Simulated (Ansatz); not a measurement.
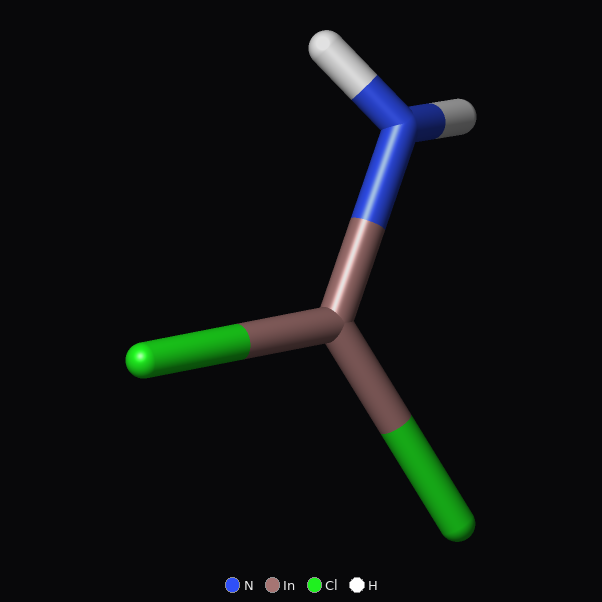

Rendered structure (stick style).

The computed structure is the end point of a PBE0-D4/def2-TZVP optimisation.

Question: Which formula does it have?

Answer: Cl₂H₂InN, 6 atoms: 2 chlorine, 2 hydrogen, 1 indium and 1 nitrogen.

Question: How many bonds of each kind are drawn?

Answer: 2 Cl–In, 2 N–H, 1 In–N.

More results for the same structure follow; atom numbers are the same in all pictures, views and colours differ.

## Charges

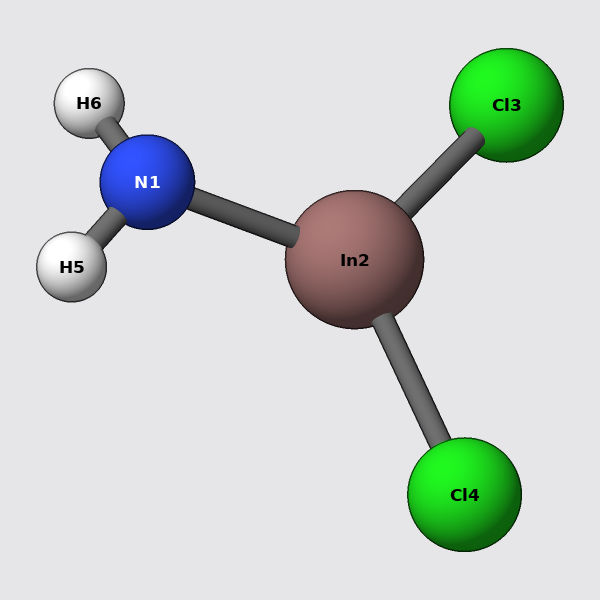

The questions are on Mulliken charges. Level of theory: RKS r2SCAN-D4/def2-TZVPP, core potentials on In (Ansatz 0.2.0).

List the Mulliken charges.

```csv
atom,value (e)
N1,−0.49
In2,0.89
Cl3,−0.36
Cl4,−0.36
H5,0.16
H6,0.16
```

## Vibrations

Harmonic vibrations computed with RKS PBE0-D4/def2-TZVP, core potentials on In (Ansatz 0.2.0) at a stationary point of the same level.

Question: How many vibrational modes are there, and where do they lie?

Answer: 12 modes: 92, 102, 118, 279, 357, 384, 440, 635, 810, 1549, 3563, 3669 cm⁻¹.

## Electronic properties

Properties computed with RKS B3LYP-D4/def2-TZVPP, core potentials on In (Ansatz 0.2.0).

Question: Give the dipole moment at this level.

Answer: 2.92 D.

Question: What is the LUMO energy (Kohn–Sham orbital)?

Answer: −2.39 eV.

Question: Give the HOMO energy (Kohn–Sham orbital) at this level.

Answer: −7.84 eV.

Mulliken values depend strongly on the basis set and can even reverse the polarity of a bond.
